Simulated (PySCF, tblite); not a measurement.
# C₁₄H₁₀O₂: excited states

What do calculations give for the excited states of C₁₄H₁₀O₂ (`COc1cccc2c1C(=O)c1ccccc1-2`)?

Computed with tblite 0.8.0 and PySCF 2.14.0 and routines of our own; the level stands in each step. Atoms count from 0.

## 1. The system as given

26 atoms, charge 0, multiplicity 1; geometry from: force field or distance geometry start.

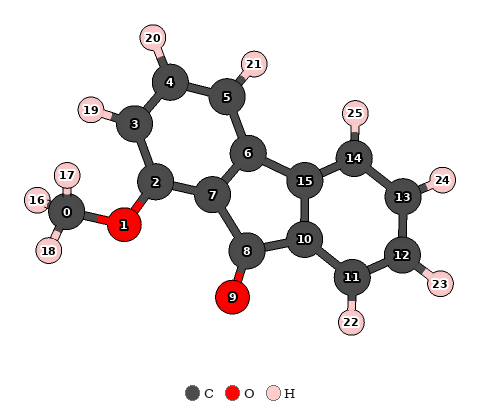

The starting geometry (carbon dark grey, oxygen red, hydrogen pink).

## 2. Optimising the geometry with GFN2-xTB

The job: settings as JSON, then the geometry in Å.

```
{"job": {"kind": "relax", "xc": "GFN2-xTB", "basis": "xTB"}, "charge": 0, "multiplicity": 1}
C     -3.098000    -2.844900    -0.932500
O     -1.830700    -2.341300    -0.579500
C     -1.663200    -0.999800    -0.481900
C     -2.669500    -0.035900    -0.732700
C     -2.402100     1.334600    -0.600500
C     -1.136600     1.798800    -0.252800
C     -0.138300     0.868400    -0.015400
C     -0.416000    -0.506100    -0.127700
C      0.839300    -1.244800     0.185500
O      1.027700    -2.439400     0.204000
C      1.849500    -0.217000     0.490500
C      3.173900    -0.390100     0.846400
C      3.920700     0.767000     1.093700
C      3.342000     2.038800     0.962600
C      1.987400     2.194300     0.607900
C      1.243200     1.043800     0.380500
H     -3.390400    -2.502100    -1.930600
H     -3.863800    -2.566400    -0.190900
H     -3.050200    -3.931500    -0.945100
H     -3.670900    -0.334800    -0.999500
H     -3.201900     2.058100    -0.796400
H     -0.942400     2.867100    -0.163500
H      3.615000    -1.370800     0.942400
H      4.967100     0.673300     1.363300
H      3.942800     2.929400     1.160000
H      1.544500     3.173900     0.525400
```

Command:

```
$ OMP_NUM_THREADS=1 python excited_run.py task.json out
```

One launch serves the whole session: the jobs run in the order shown.

Output:

```text
step      E/eV     max force
  0   -1175.27637    0.971
  1   -1175.32283    0.544
  2   -1175.34153    0.367
  3   -1175.35352    0.344
  4   -1175.35964    0.216
  5   -1175.36498    0.171
  6   -1175.36772    0.125
  7   -1175.36886    0.086
  8   -1175.36979    0.064
  9   -1175.37017    0.037
 10   -1175.37036    0.028
 11   -1175.37051    0.030
 12   -1175.37064    0.026
 13   -1175.37072    0.017
 14   -1175.37077    0.013
 15   -1175.37081    0.016
 16   -1175.37085    0.019
 17   -1175.37088    0.014
 18   -1175.37091    0.011
 19   -1175.37092    0.010
```

It took 0.27 s on 1 thread of Arm Neoverse V1, shared host.

Along the way:

```tsv
step	energy from step 0 (eV)	largest force (eV/Å)
0	0.0000	0.9706
1	-0.0465	0.5435
2	-0.0652	0.3671
3	-0.0771	0.3445
4	-0.0833	0.2162
5	-0.0886	0.1707
6	-0.0913	0.1255
7	-0.0925	0.0856
8	-0.0934	0.0640
9	-0.0938	0.0365
10	-0.0940	0.0278
11	-0.0941	0.0296
12	-0.0943	0.0264
13	-0.0943	0.0171
14	-0.0944	0.0127
15	-0.0944	0.0160
16	-0.0945	0.0192
17	-0.0945	0.0137
18	-0.0945	0.0106
19	-0.0946	0.0097
```

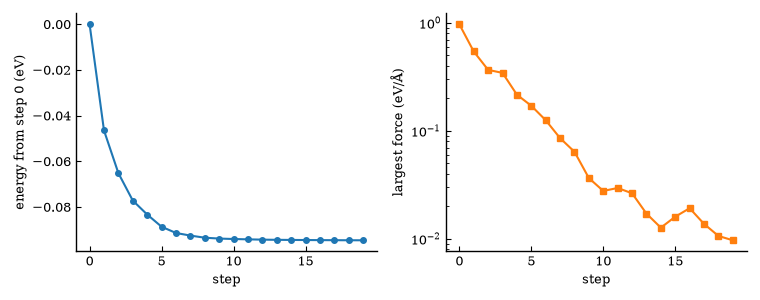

Energy and force, step by step.

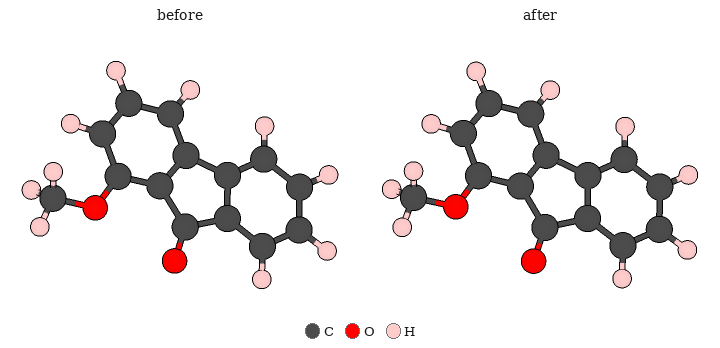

The geometry before (left) and after (right).

Close pairs (by a distance rule), those that changed most:

```tsv
bond	before (Å)	after (Å)	change (Å)
C3–C4	1.403	1.381	-0.021
C12–C13	1.403	1.384	-0.019
C8–C10	1.473	1.491	+0.018
C13–C14	1.409	1.392	-0.017
C6–C15	1.448	1.464	+0.016
C4–H20	1.096	1.080	-0.016
C2–C3	1.416	1.403	-0.013
C13–H24	1.092	1.080	-0.012
```

The end geometry stands in the next job.

## 3. Infrared spectrum with GFN2-xTB

The job: settings as JSON, then the geometry in Å.

```
{"job": {"kind": "ir", "xc": "GFN2-xTB", "basis": "xTB"}, "charge": 0, "multiplicity": 1}
C     -3.100663    -2.824703    -0.929686
O     -1.838747    -2.314052    -0.574515
C     -1.666766    -0.983999    -0.483563
C     -2.664754    -0.027164    -0.721747
C     -2.398315     1.323044    -0.605471
C     -1.137940     1.792242    -0.249943
C     -0.147106     0.863404    -0.012228
C     -0.402014    -0.514485    -0.125773
C      0.831122    -1.276790     0.184970
O      0.998781    -2.473721     0.193225
C      1.843975    -0.227467     0.493092
C      3.168811    -0.369062     0.847846
C      3.914201     0.781385     1.085287
C      3.334923     2.033312     0.968018
C      1.997410     2.179256     0.611125
C      1.253793     1.041784     0.373400
H     -3.404971    -2.490589    -1.926801
H     -3.868383    -2.545788    -0.200760
H     -2.985778    -3.907038    -0.933395
H     -3.658683    -0.340155    -0.999897
H     -3.193650     2.028858    -0.796774
H     -0.948970     2.850795    -0.164897
H      3.607905    -1.351075     0.936944
H      4.954349     0.697998     1.363671
H      3.930996     2.914316     1.156617
H      1.559427     3.162309     0.524529
```

Output:

```text
mode    cm-1     km/mol
  1      53.4      4.42
  2      96.6      1.13
  3     107.7      0.66
  4     131.4      1.88
  5     138.6      1.43
  6     194.2      1.25
  7     243.3      1.64
  8     249.6      1.24
  9     271.5      0.97
 10     298.8      3.87
 11     341.0      0.81
 12     380.1      0.01
 13     403.9      2.30
 14     416.3      0.83
 15     482.2      1.00
 16     519.5      1.69
 17     561.7      0.35
 18     573.1      2.40
 19     588.0      0.56
 20     630.6      3.02
 21     631.3      3.91
 22     690.4     13.07
 23     697.2      3.93
 24     737.1     52.04
 25     752.3      0.35
 26     788.9      0.03
 27     794.1     20.97
 28     866.8      0.09
 29     879.0     11.69
 30     882.3      0.03
 31     884.6     50.66
 32     915.0      0.28
 33     919.1      0.04
 34     928.4      0.01
 35    1042.9     46.58
 36    1068.9      1.76
 37    1079.6      7.44
 38    1102.0      6.40
 39    1119.3      1.72
 40    1140.1     26.88
 41    1152.7     15.56
 42    1164.4     39.48
 43    1176.0     11.93
 44    1192.2     39.73
 45    1207.3     17.40
 46    1243.2     18.70
 47    1259.9     90.44
 48    1285.6    183.59
 49    1319.1      1.63
 50    1382.4      7.63
 51    1400.8      0.04
 52    1408.8      6.66
 53    1431.1      6.00
 54    1452.1     84.01
 55    1468.0    121.08
 56    1471.0      7.48
 57    1479.4      1.30
 58    1568.9     96.03
 59    1592.7      2.24
 60    1593.1     76.30
 61    1604.9     53.37
 62    1746.6    387.92
 63    2935.3     37.77
 64    2947.6     38.04
 65    3035.9      9.00
 66    3076.9      3.44
 67    3079.2     22.20
 68    3084.6     22.62
 69    3091.7     44.37
 70    3098.5     32.78
 71    3099.9     42.06
 72    3106.9     33.61
```

It took 1.9 s on 1 thread of Arm Neoverse V1, shared host.

The strongest bands and the atoms that carry them (share of the mass-weighted mode):

```tsv
cm⁻¹	km/mol	atoms
1260	90.4	H20 24 %, C2 13 %
1286	183.6	C2 23 %, C6 14 %, O1 12 %
1452	84.0	C12 18 %, C13 11 %
1468	121.1	C2 15 %, C3 12 %
1569	96.0	C7 24 %, C2 21 %, C5 21 %, C4 15 %
1593	76.3	C10 26 %, C11 18 %, C13 14 %
1605	53.4	C6 19 %, C3 11 %, C15 10 %
1747	387.9	C8 63 %, O9 35 %
```

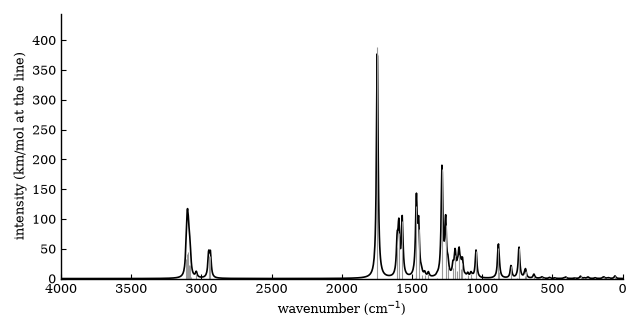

The infrared spectrum from these modes, unscaled. Lines are broadened to a width of 14 cm⁻¹ (Lorentzian).

## 4. Excited states: TDA wB97X-D/def2-SVP

Settings changed since step 3:

```diff
@@ -1,2 +1,2 @@
-{"job": {"kind": "ir", "xc": "GFN2-xTB", "basis": "xTB"}, "charge": 0, "multiplicity": 1}
+{"job": {"kind": "states", "xc": "wB97X-D", "basis": "def2-SVP", "tda": true, "soc": true, "nstates": 6, "ntriplets": 5, "nquad": 4}, "charge": 0, "multiplicity": 1}
 C     -3.100663    -2.824703    -0.929686
```

Level: TDA wB97X-D/def2-SVP excited states, vertical, gas phase, spin-orbit mean-field couplings.

Output:

```text
coarse grid: 23576 points
cycle   1  E = -688.8808960747  dE =  4.121e+00  |g| = 9.716e-01  |ddm| = 6.763e+00
cycle   2  E = -688.6843177350  dE =  1.966e-01  |g| = 1.470e+00  |ddm| = 3.795e+00
cycle   3  E = -689.0886534921  dE = -4.043e-01  |g| = 1.372e-01  |ddm| = 2.434e+00
cycle   4  E = -689.0921181999  dE = -3.465e-03  |g| = 8.048e-02  |ddm| = 2.636e-01
cycle   5  E = -689.0935582617  dE = -1.440e-03  |g| = 2.007e-02  |ddm| = 1.144e-01
cycle   6  E = -689.0936616894  dE = -1.034e-04  |g| = 5.840e-03  |ddm| = 3.538e-02
cycle   7  E = -689.0936762109  dE = -1.452e-05  |g| = 1.807e-03  |ddm| = 1.634e-02
cycle   8  E = -689.0936783869  dE = -2.176e-06  |g| = 8.438e-04  |ddm| = 7.802e-03
final grid: 233048 points
cycle   9  E = -689.2121241269  dE = -1.424e-04  |g| = 4.072e-03  |ddm| = 1.167e-01
cycle  10  E = -689.2121267567  dE = -2.630e-06  |g| = 3.393e-03  |ddm| = 1.651e-02
cycle  11  E = -689.2121288109  dE = -2.054e-06  |g| = 1.179e-03  |ddm| = 4.455e-03
cycle  12  E = -689.2121290663  dE = -2.554e-07  |g| = 4.686e-04  |ddm| = 2.728e-03
cycle  13  E = -689.2121291250  dE = -5.876e-08  |g| = 1.035e-04  |ddm| = 6.940e-04
cycle  14  E = -689.2121291298  dE = -4.759e-09  |g| = 5.633e-05  |ddm| = 2.473e-04
cycle  15  E = -689.2121291316  dE = -1.836e-09  |g| = 1.681e-05  |ddm| = 1.696e-04
cycle  16  E = -689.2121291319  dE = -3.020e-10  |g| = 6.953e-06  |ddm| = 6.877e-05
converged SCF energy = -689.2121291319

Singlet excitations
state   eV       nm        f     d(h-e)  d(exc)  Lambda  PR(NTO)  |dmu|/D   mu/D   main configurations
  1   3.3413   371.1   0.00001   1.100   2.900   0.477   1.008    2.119    1.944   H-2->L 0.92
  2   3.7921   327.0   0.01247   0.892   3.524   0.663   1.053    2.211    5.092   H->L 0.71, H-1->L 0.24
  3   4.2252   293.4   0.13012   1.156   3.614   0.664   1.342    3.386    5.989   H-1->L 0.61, H->L 0.20
  4   4.9216   251.9   0.03326   0.513   3.346   0.656   1.829    1.539    3.137   H-3->L 0.53, H->L+1 0.14
  5   5.7882   214.2   1.11924   0.128   3.651   0.669   1.778                     H-1->L+1 0.35, H->L+1 0.28, H-3->L 0.08
  6   5.7892   214.2   0.02759   2.093   3.873   0.284   1.049                     H-2->L+1 0.91

Triplet excitations (Tamm-Dancoff)
state   eV     d(h-e)  d(exc)  Lambda  PR(NTO)   main configurations
  1   2.8577   1.049   2.812   0.475   1.008   H-2->L 0.90
  2   2.9427   0.403   3.224   0.671   1.201   H->L 0.57, H-1->L 0.30
  3   3.3231   0.984   3.320   0.666   1.072   H-1->L 0.55, H->L 0.27
  4   3.8587   0.611   3.126   0.631   1.296   H-3->L 0.65, H-3->L+2 0.08
  5   4.1936   0.358   3.261   0.759   1.408   H->L+1 0.71
S1 - T1 = 0.4837 eV

Spin-orbit couplings |<S|Hso|T>| (cm-1)
             T1       T2       T3       T4       T5
S0       45.744    0.039    0.060    0.006    0.019
S1        0.051    2.550   17.346   16.488    1.567
S2        2.002    0.005    0.024    0.006    0.014
S3        6.910    0.014    0.003    0.011    0.017
S4       10.356    0.018    0.009    0.020    0.024
S5        0.955    0.064    0.040    0.370    0.381
S6        0.271    0.395    0.285    2.421    2.443
T1 sublevels (cm-1): 0.000 0.002 0.202   radiative rates (1/s): 8.7e-06 1 475
```

Wall time 2.3 min (1 thread of Arm Neoverse V1, shared host); peak memory 1.3 GiB.

In short:

```tsv
quantity	value
S1 less T1	0.48 eV
```

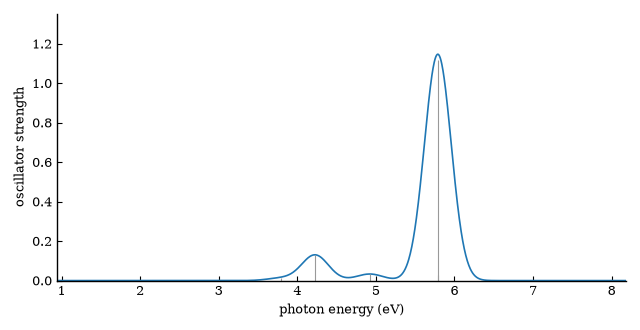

Absorption lines of the singlets. Lines are broadened to a width of 0.40 eV (Gaussian).

## 5. Summary of results

```
                                 quantity                  value
strongest single infrared mode (GFN2-xTB)  1747 cm⁻¹, 388 km/mol
             zero-point energy (GFN2-xTB)         122.6 kcal/mol
S1 less T1 (step 4, TDA wB97X-D/def2-SVP)                0.48 eV
```

**Reading.** No mode is imaginary among the 72: a minimum at this level. The strongest single mode, at 1747 cm⁻¹, moves mainly C8 and O9. Unscaled tight-binding wavenumbers are off by several per cent, some by more. Its intensities can rank the bands wrongly. In step 4, the number of triplets below S1 is 3, and the largest singlet-triplet spin-orbit coupling is S0–T1, 45.74 cm⁻¹.
